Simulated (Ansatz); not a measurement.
**Lattice dynamics of Be2N (built on the sites of a database entry of Ba2N)**

The cell of Be2N (built on the sites of a database entry of Ba2N) is at rest. What are its phonons? After the zone centre comes a 4×4×4 q mesh on a 20×20×20 k mesh.

Program: Ansatz 0.2.0. Level of theory: DFT PBEsol, scalar-relativistic, plane waves, PAW. Results are calculated unless marked as measured.

The structure was built from a prototype and need not be the compound's stable phase.

## (1) The starting structure

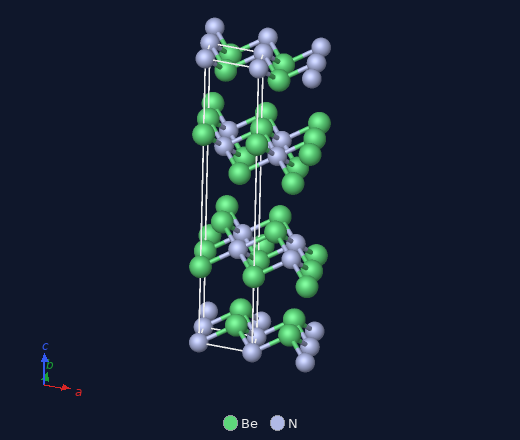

The cell as given, slightly off an axis (beryllium green, nitrogen light blue). 2×2×1 cells are drawn. This picture shows the conventional cell, with its axes. Bonds to atoms that aren't drawn are left out. Some periodic images of atoms are drawn too.

## (2) Linear response at the zone centre

The cell comes from relaxations at this level that are not shown. The zone centre comes first: it holds the modes that light can see, as far as symmetry allows. No field response is asked, since the mesh shows no gap.

input.yaml

```yaml
crystal:
  lattice:
    - [1.3238019118, 0.7642973901, 4.0160918286]
    - [-1.3238019118, 0.7642973901, 4.0160918286]
    - [0.0, -1.5285947803, 4.0160918286]
  atoms:
    - { symbol: Be, position: [0.2672013696, 0.2672013696, 0.2672013696] }
    - { symbol: Be, position: [0.7327986304, 0.7327986304, 0.7327986304] }
    - { symbol: "N", position: [0.0, 0.0, 0.0] }
kpoints:
  mp_grid: { grid: [18, 18, 18] }
hamiltonian:
  xc: pbesol
scf:
  occupations: { method: methfessel_paxton, width: 0.15 }
output:
  eigenvalues: true
phonons:
  method: dfpt
```

Command:

```sh
$ ansatz run input.yaml --threads 8 --pin off --max-ram 14336MiB --backend cpu --events-out ev --progress --plain --runs-dir out
```

Numbers of over 12 decimals in the logs are rounded to 6 here.

The log of the run:

```text
Engine: ansatz 0.2.0, x86_64-unknown-linux-gnu
Pseudopotentials: kind: paw
Pseudopotential: Be, paw, valence charge 2, recommended cutoff 420 eV (normal), Be.paw.azcp
Pseudopotential: N, paw, valence charge 5, recommended cutoff 420 eV (normal), N.paw.azcp
Functional definition: PBEsol
  exchange = pbesol_x
  correlation = pbesol_c
Crystal: 3 atoms, lattice volume = 24.380 Å³
Basis set: ecut = 420 eV, 481 PW (Γ), exchange–correlation on 60×60×60 points (8 copies of the dense FFT grid, shifted against one another)
Bands: 9, of which v1, the nominal top of the filled ones, is band 5 counted from 1 (4 counted from 0)
Symmetry: 12 space group operations
k-points: 1550 of 5832 (irreducible under 2 space group operations, time reversal used)
Non-local potential: Be, projectors of the file, l = 0: 2, l = 1: 2, l = 2: 1
Non-local potential: N, projectors of the file, l = 0: 2, l = 1: 2, l = 2: 1
PAW form: soft (Blöchl's): semilocal exchange-correlation on the pseudo side does not see the compensation charge
PAW frozen core: Be, regenerated for the run's functional, and the local potential with it (the file was generated under x = pbe(κ = 0.804, μ = 0.219515), c = pbe(β = 0.066725))
PAW frozen core: N, regenerated for the run's functional, and the local potential with it (the file was generated under x = pbe(κ = 0.804, μ = 0.219515), c = pbe(β = 0.066725))
PAW one-centre angular grid: Be, 110 points (default); XC on 64 Gauss nodes
PAW one-centre angular grid: N, 110 points (default); XC on 64 Gauss nodes
Initial density: superposition of atomic densities (neutral atoms: chi_scale 0, normalization atom), corrected by the library's trained network
Initial wavefunctions: pseudopotential atomic-orbital guess
Functional: x = pbesol(κ = 0.804, μ = 0.123457), c = pbesol(β = 0.046)
SCF iter   1: F=—  HF=-560.639071 eV  |F-HF|=—  |Δ(HF+E_count)|=         —  Δρ=1.47e-2  dr2=5.05e-2  ethr=1.77e-3  ⟨swp⟩=5.1  Hψ=101752  notcnv=0
preconditioner: auto → none  [metal: Δε(μ)=0.015 eV  Ē_g=14.606 eV  σ=0.150 eV  W_gap=0.09  n_scr=2 (ndim 8)  ℏωp=22.6 eV  f_vac=0.000  D(μ)=0.71/eV (n_scr^D=2)  sad-step TF]
SCF iter   2: F=—  HF=-560.624953 eV  |F-HF|=—  |Δ(HF+E_count)|=   1.41e-2  S|Δr|=    0.00e0  Δρ=3.17e-3  dr2=2.13e-3  ethr=5.61e-4  ⟨swp⟩=1.0  Hψ=26423  notcnv=0
SCF iter   3: F=—  HF=-560.624045 eV  |F-HF|=—  |Δ(HF+E_count)|=   9.08e-4  S|Δr|=    0.00e0  Δρ=1.11e-3  dr2=1.38e-4  ethr=2.37e-5  ⟨swp⟩=2.3  Hψ=19071  notcnv=0
SCF iter   4: F=—  HF=-560.623952 eV  |F-HF|=—  |Δ(HF+E_count)|=   9.27e-5  S|Δr|=    0.00e0  Δρ=1.06e-4  dr2=2.76e-6  ethr=1.53e-6  ⟨swp⟩=2.0  Hψ=20591  notcnv=0
SCF iter   5: F=—  HF=-560.623952 eV  |F-HF|=—  |Δ(HF+E_count)|=   8.16e-7  S|Δr|=    0.00e0  Δρ=1.24e-5  dr2=2.39e-8  ethr=3.06e-8  ⟨swp⟩=2.6  Hψ=20127  notcnv=0
SCF iter   6: F=—  HF=-560.623951 eV  |F-HF|=—  |Δ(HF+E_count)|=   1.30e-7  S|Δr|=    0.00e0  Δρ=1.11e-6  dr2=1.30e-10  ethr=2.65e-10  ⟨swp⟩=2.2  Hψ=20680  notcnv=0
SCF iter   7: F=-560.623951 eV  HF=-560.623951 eV  |F-HF|=2.27e-12  |Δ(HF+E_count)|=  3.80e-11  S|Δr|=    0.00e0  Δρ=1.51e-7  dr2=3.35e-12  ethr=1.00e-12  ⟨swp⟩=5.7  Hψ=52502  notcnv=0
SCF 1 converged in 7 iterations: F = -560.623951 eV  dr2 = 3.35e-12
  greatest PAW one-centre occupation: 0.791 electrons in one spin orbital (limit 2), on the N atom at site 2 (counted from 0), in its partial waves of l = 0
DFPT response loops at Γ: preconditioner auto → Kerker (q_TF=auto, 2.311 Å⁻¹) (partly filled bands, converged f_vac=0.000); β = 1.00, the filter's whole step (`scf.mixing.beta` (0.50) is not read by the response loops under this deck's `scf.mixing.preconditioner`; to damp them name `kerker` or `kerker_dos`, under which they read `scf.mixing.beta`, and type it under 1.00, their step now; both keys bind the ground state too); Broyden in place of MSR1
SCF converged after 7 iterations
Stability not checked: this state was not tested for a lower state beside it, because cold or Methfessel-Paxton smearing, or corrected tetrahedra, fill the levels in a way that the test cannot read (fill_not_monotonic; see scf.lower_state_search)
Free energy (F): -560.623951 eV
Harris-Foulkes:  -560.623951 eV  (|F-HF|=2.27e-12)
Internal energy: -560.623698 eV  (E = F + TS)
E sigma→0 (E₀):  -560.623888 eV
Entropy (-TS):   -0.000254 eV (-0.085 meV/atom)
Fermi energy:    8.373308 eV
--- Per-component energies (eV) ---
  E_band       = 1.735507
  E_kinetic    = 175.741346
  E_local      = -314.258566  (includes V_loc(G=0)·N_el)
  E_nonlocal   = 54.353339
  E_hartree    = 113.269854
  E_xc         = -99.295878
  E_vxc        = -118.373014  (∫ρ·V_xc dr)
  E_paw        = -237.227325  (= ΣΔE_a)
  E_vpaw       = -22.267438  (= ΣTr[D̂ρ^β])
  E_aug_tail   = 0.000104  (compensation charges beyond the density's cutoff)
  E_ewald      = -253.253732
  E_core_change = 0.047161  (= ΣΔE_core)
  E_smearing   = -0.000254  (= −TS)
  E_closure    = -0.000000  (closes the sum)
  Σ components = -560.623951   (vs F -560.623951, Δ=0.00e0)
--- Band table (eV; the first three rows and the last of 1550) ---
  k-point 0: bands = ["-10.4944", "1.6410", "3.2777", "6.0415", "6.0415", "16.0699", "16.2225", "16.5181", "16.5181"]
  k-point 1: bands = ["-10.4416", "1.6457", "3.3913", "5.7572", "5.9432", "16.0507", "16.2395", "16.5841", "16.6610"]
  k-point 2: bands = ["-10.2842", "1.6698", "3.7178", "4.9988", "5.6763", "15.6840", "16.4320", "16.7916", "17.0264"]
  k-point 1549: bands = ["-10.3714", "-0.8917", "6.0098", "6.0098", "8.5725", "12.9317", "16.2086", "16.7115", "16.7115"]
--- Phonons (Γ-DFPT): 4 representative perturbations + reference, on 1550 of 5832 k-points (Σ response iterations 13) ---
  k mesh reduced under 2 symmetry operations, with k and −k counted as one. Each operation leaves every solved perturbation unchanged. A smaller set is not used because it would not reduce the number of displacements times k-points to solve
  ASR residual: 1.742e-4 → 0.000e0 eV/Å²; symmetrization residual: 2.322e-6 eV/Å²
  ASR residual per site (eV/Å²): 6.00e-5 6.00e-5 1.74e-4
  Γ frequencies (cm⁻¹): 0.00 0.00 0.00 526.71 526.71 565.13 719.19 719.19 778.68
  non-analytic LO–TO correction: not included (Born effective charges unavailable; polar crystals: no LO–TO splitting at Γ)
```

Elapsed: 22 s, on 8 threads of Intel Xeon Platinum 8488C (Sapphire Rapids), shared host; peak memory 1.4 GiB; 2.3 min of CPU time.

Numbers from this step:

```
volume per atom                                         : 8.127 Å³
gap on the k-mesh                                       : 0 eV
sum-rule residual before enforcement                    : 1.74e-4 eV/Å²
point group                                             : -3m
highest optical mode at the zone centre (no LO-TO term) : 778.7 cm⁻¹
lowest optical zone-centre mode                         : 526.7 cm⁻¹
```

Patterns of degenerate modes are one choice out of their space. The modes at Γ (shares of kinetic energy by element, %):

```csv
mode,frequency (cm⁻¹),symmetry,Be %,N %
1,0.0,acoustic,56,44
2,0.0,acoustic,56,44
3,0.0,acoustic,56,44
4,526.7,Eg,100,0
5,526.7,Eg,100,0
6,565.1,A2u,44,56
7,719.2,Eu,44,56
8,719.2,Eu,44,56
9,778.7,A1g,100,0
```

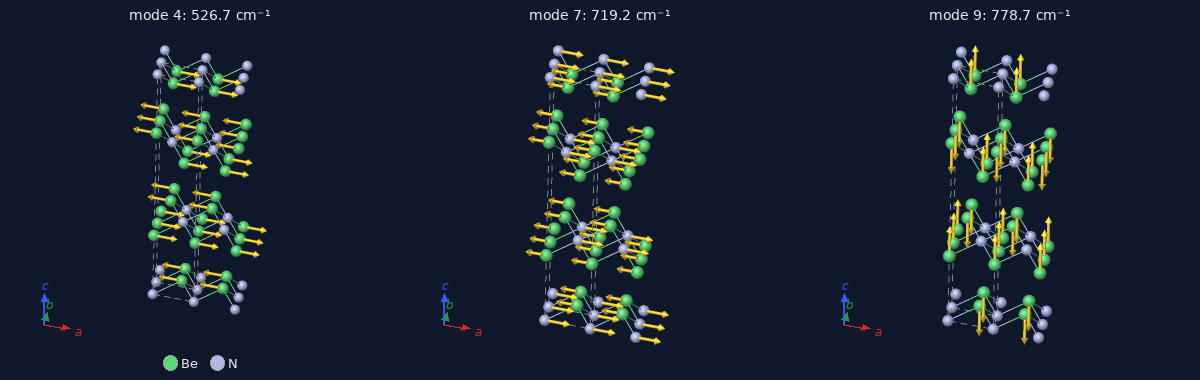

Displacement patterns of modes 4, 7 and 9 at Γ; arrows are exaggerated. Bonds to atoms that aren't drawn are left out. 2×2×1 conventional cells are drawn. Some periodic images of atoms are drawn too.

Before it was imposed, the acoustic sum rule was missed by 1.7e-4 eV/Å². Small misses are needed for a sound result but don't prove that mesh and cutoff are converged. The lowest optical mode is real, 527 cm⁻¹.

## (3) The dispersion

Stability and thermal properties need the whole zone. Linear response on a 4×4×4 q mesh gives force constants as far as a supercell of that size would.

input.yaml, the sections that differ from step 2:

```yaml
kpoints:
  mp_grid: { grid: [20, 20, 20] }
phonons:
  method: dfpt
  qmesh: [4, 4, 4]
  temperatures: { t_max: 1000, t_step: 50 }
  qpath:
    path:
      - [[0.0, 0.0, 0.0], [0.5, 0.5, 0.5], [0.80918839, 0.19081161, 0.5]]
      - [[0.5, -0.19081161, 0.19081161], [0.5, 0.0, 0.0], [0.0, 0.0, 0.0], [0.34540581, -0.34540581, 0.0]]
      - [[0.65459419, 0.0, 0.34540581], [0.5, 0.0, 0.5], [0.0, 0.0, 0.0]]
    npoints: 10
# crystal, hamiltonian, scf, output: as in step 2
```

The log of the run:

```text
[...]
Crystal: 3 atoms, lattice volume = 24.380 Å³
Basis set: ecut = 420 eV, 481 PW (Γ), exchange–correlation on 60×60×60 points (8 copies of the dense FFT grid, shifted against one another)
Bands: 9, of which v1, the nominal top of the filled ones, is band 5 counted from 1 (4 counted from 0)
Symmetry: 12 space group operations
k-points: 781 of 8000
[...]
SCF iter   1: F=—  HF=-560.639848 eV  |F-HF|=—  |Δ(HF+E_count)|=         —  Δρ=1.48e-2  dr2=5.08e-2  ethr=1.77e-3  ⟨swp⟩=5.1  Hψ=51209  notcnv=0
[...]
SCF iter   7: F=-560.624578 eV  HF=-560.624578 eV  |F-HF|=2.27e-12  |Δ(HF+E_count)|=  4.01e-11  S|Δr|=    0.00e0  Δρ=1.38e-7  dr2=2.86e-12  ethr=1.00e-12  ⟨swp⟩=5.6  Hψ=26246  notcnv=0
SCF 1 converged in 7 iterations: F = -560.624578 eV  dr2 = 2.86e-12
[...]
phonons: the bands overlap, so this run is a metal and interpolates without the dipole-dipole term. If the crystal is really an insulator or semiconductor, its LO-TO splitting is missing
NSCF: frozen V_eff on 781 k-points
[...]
DFPT response loops at q = (0, 0, 0) (fractional): preconditioner auto → Kerker (q_TF=auto, 2.311 Å⁻¹) (partly filled bands, converged f_vac=0.000); β = 1.00, the filter's whole step (`scf.mixing.beta` (0.50) is not read by the response loops under this deck's `scf.mixing.preconditioner`; to damp them name `kerker` or `kerker_dos`, under which they read `scf.mixing.beta`, and type it under 1.00, their step now; both keys bind the ground state too); Broyden in place of MSR1
[...]
SCF converged after 7 iterations
[...]
Free energy (F): -560.624578 eV
[...]
Internal energy: -560.624756 eV  (E = F + TS)
E sigma→0 (E₀):  -560.624623 eV
Entropy (-TS):   0.000177 eV (0.059 meV/atom)
Fermi energy:    8.369786 eV
[...]
--- Band table (eV; the first three rows and the last of 781) ---
[...]
--- Phonons (Γ-DFPT): 4 representative perturbations + reference (Σ response iterations 12) ---
  ASR residual: 1.665e-4 → 0.000e0 eV/Å²; symmetrization residual: 3.700e-7 eV/Å²
  ASR residual per site (eV/Å²): 6.02e-5 6.02e-5 1.66e-4
  Γ frequencies (cm⁻¹): 0.00 0.00 0.00 526.80 526.80 564.85 719.39 719.39 780.32
--- Phonons (arbitrary-q DFPT): 13 irreducible q on the 4×4×4 mesh ---
  q = [0.0000, 0.0000, 0.0000] (star 1, of the zone-centre solve; hermiticity 4.93e-8, symmetrization 9.17e-12): -0.00 -0.00 0.00 526.80 526.80 564.85 719.39 719.39 780.32
  q = [0.0000, 0.0000, 0.2500] (star 6, 6 solved perturbations on 4200 of 8000 k-point pairs; hermiticity 3.91e-8, symmetrization 5.20e-15): -172.24 288.87 303.24 491.20 521.87 584.42 605.71 728.65 847.08
[...]
q = [0.0000, 0.2500, 0.2500] (star 6, 4 solved perturbations in 24400 linear systems a pass and spin channel, the states on 8000 of 8000 k-point pairs; hermiticity 9.85e-8, symmetrization 6.67e-11): -148.94 283.35 311.89 442.53 484.77 596.39 622.85 732.05 834.68
[...]
sum rule: each row above includes the acoustic sum rule's correction from the zone centre's row sums; it moved no ω² by more than (1.80 cm⁻¹)²
  mesh force constants: q→R imaginary residual 1.59e-18; ASR residual 1.665e-4 → 0.000e0 eV/Å²; symmetrization residual 3.553e-15 eV/Å²
  interpolated dispersion: 73 rows × 9 modes
  density of states and harmonic sums: on the 28×28×28 q-mesh, interpolated from the force constants of a 4×4×4 supercell (no non-analytic term)
  largest difference from the sums on the solved wave vectors: F 6.08e-3 eV, S 1.06e-5 and C_V 4.51e-6 eV/K
  zero-point energy: 0.275052 eV/cell   skipped modes (ω ≤ 0): 1627, of them read as no rigid motion or as one in doubt: 1624 (8.069e-1 modes/cell left out, lowest -309.50 cm⁻¹)   left out of the sums: 8.97e-2 of the cell's modes: C_V's classical limit lies that fraction below 3 k_B per atom; for a crystal, a wire or a layer, F and S can be off by more, and a phonons.interpolated_qmesh denser along its periods is the remedy for the sampling
```

Wall time 12 min (8 threads); peak memory 4.5 GiB; 84 min of CPU time.

This step gave:

```
sum-rule residual before enforcement                    : 1.66e-4 eV/Å²
lowest frequency on the path                            : -309.8 cm⁻¹
highest frequency on the path or at a solved wavevector : 879.0 cm⁻¹
highest optical mode at the zone centre (no LO-TO term) : 780.3 cm⁻¹
lowest optical zone-centre mode                         : 526.8 cm⁻¹
lowest mode on the q mesh (acoustic modes at Γ apart)   : -296.9 cm⁻¹
```

Frequencies (cm⁻¹) solved at each irreducible wavevector; negative means imaginary. Frequencies by wavevector, by row:

```csv
q in reciprocal lattice units,star,mode 1,mode 2,mode 3,mode 4,mode 5,mode 6,mode 7,mode 8,mode 9
0 0 0,1,0,0,0,526.8,526.8,564.9,719.4,719.4,780.3
0 0 0.25,6,-172.2,288.9,303.2,491.2,521.9,584.4,605.7,728.6,847.1
0 0 -0.5,3,-296.9,296.4,417.3,424,510.9,614.6,735.9,736.5,820.1
0 0.25 0.25,6,-148.9,283.4,311.9,442.5,484.8,596.4,622.9,732,834.7
0 0.25 -0.5,12,-286.7,306.8,352.1,493.3,531,598.3,652.5,766.7,819.5
0 0.25 -0.25,6,-266.4,288.2,411.2,500.2,537.6,605.6,673.3,763,805.1
0 -0.5 -0.5,3,-279.1,371.6,388.3,403.8,452.5,581.8,639.4,737.7,830.7
0.25 0.25 0.25,2,-27.7,-27.7,127.2,452.8,524.4,524.4,719.7,719.7,773.9
0.25 0.25 -0.5,6,87.2,259,273.7,441,499.9,572,636.7,729.6,879
0.25 0.25 -0.25,6,-229.8,343.4,389.2,444.1,478.9,619.1,681,736.3,843.6
0.25 -0.5 -0.5,6,150.1,264.8,311.3,383.7,492.1,580.4,641.1,732.6,869.3
0.25 -0.5 -0.25,6,-122.4,316.1,396,451,549.3,593.4,639.9,771.5,848.5
-0.5 -0.5 -0.5,1,31.1,31.1,182.9,358.9,521.5,521.5,720.6,720.6,765.6
```

Interpolated from a 4×4×4 q mesh. The phonon branches at the labelled points (cm⁻¹):

```csv
point,branch 1,branch 2,branch 3,branch 4,branch 5,branch 6,branch 7,branch 8,branch 9
Γ,0,0,0,527,527,565,719,719,780
T,31,31,183,359,522,522,721,721,766
H2,-250,338,369,499,582,588,635,789,812
jump to H0,-250,338,369,499,582,588,635,789,812
L,-297,296,417,424,511,615,736,736,820
Γ,0,0,0,527,527,565,719,719,780
S0,-292,330,379,500,572,599,639,796,799
jump to S2,-292,330,379,500,572,599,639,796,799
F,-279,372,388,404,452,582,639,738,831
Γ,0,0,0,527,527,565,719,719,780
```

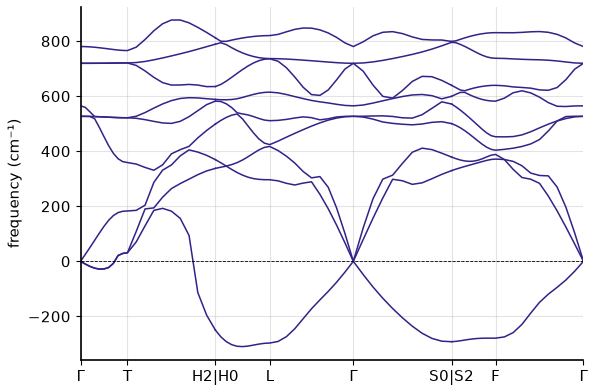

Phonon branches along the path.

The phonon density of states has structure finer than the step of the table below, so its rows give means over 50 cm⁻¹, whole bins alone (the curve runs from -315 to 895 cm⁻¹). Peaks (cm⁻¹: height): -275.0: 0.00678, 315.0: 0.0169, 505.0: 0.0261, 595.0: 0.0305, 635.0: 0.0216, 735.0: 0.0337, 825.0: 0.0183.

Tetrahedra on a 28×28×28 mesh, mean over bins of 10 cm-1. Interpolated from a 4×4×4 q mesh. Phonon density of states against wavenumber; means over each step:

```csv
wavenumber (cm⁻¹),phonon density of states (1/cm⁻¹/cell)
-250,0.00591
-200,0.00304
-150,0.00195
-100,0.00121
-50,6.4e-4
0,5.1e-4
50,8.2e-4
100,0.00156
150,0.00246
200,0.00256
250,0.00466
300,0.0143
350,0.0118
400,0.0102
450,0.00978
500,0.0201
550,0.00880
600,0.0183
650,0.0142
700,0.00534
750,0.0174
800,0.00845
850,0.0117
```

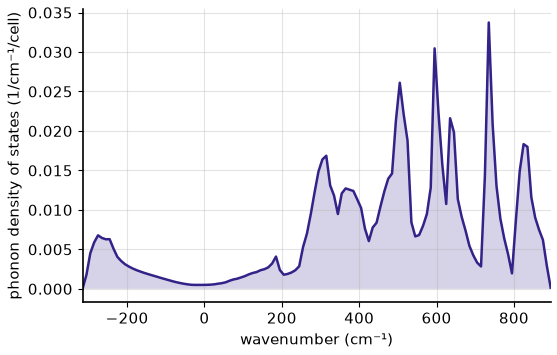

Phonon density of states, plotted against wavenumber.

The partial phonon density of states has structure finer than the step of the table below, so its rows give means over 100 cm⁻¹, whole bins alone (the curve runs from -319 to 928 cm⁻¹). Peaks (cm⁻¹: height): Be 308.5: 0.0146, 504.5: 0.0201, 598.5: 0.0183, 637.7: 0.0158, 739.6: 0.00974, 833.7: 0.00479; N -271.5: 0.0042, 512.3: 0.0035, 598.5: 0.0052, 739.6: 0.0147, 825.8: 0.0127.

Phonopy on the run's constants, 21x21x21 mesh, Gaussian sigma 8.9 cm-1. Interpolated from a 4×4×4 q mesh. The partial phonon density of states by wavenumber; means over each step; values in 1/cm⁻¹/cell:

```csv
wavenumber (cm⁻¹),Be,N
-200,0.00123,0.00216
-100,5.2e-4,7.8e-4
0,1.8e-4,2.1e-4
100,7.6e-4,8.6e-4
200,0.00168,0.00108
300,0.0102,0.00140
400,0.00833,0.00178
500,0.0129,0.00249
600,0.0123,0.00318
700,0.00670,0.00448
800,0.00315,0.00771
```

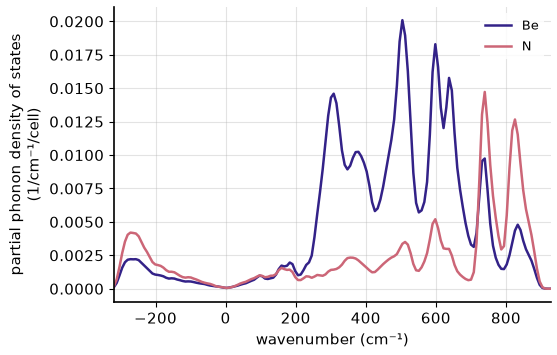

Partial phonon density of states, plotted against wavenumber.

Symmetry leaves 13 wavevectors to solve. The lowest mode among them, the acoustic zeros apart, lies at q = (0, 0, -0.5) and is imaginary, 296.9i cm⁻¹, so the energy falls along it. Between them the interpolated path dips to 310i cm⁻¹.

[end of part 1 of 2]

[Logs are printed without paths, hosts, clocks, repeated set-up lines and the standing remarks that a program may print on its own settings, such as how far it seeks lower states.]

[Hosts, paths, dates, database ids (printed as entryN), source tags and the programs' standing remarks are cut or masked in the printed files.]
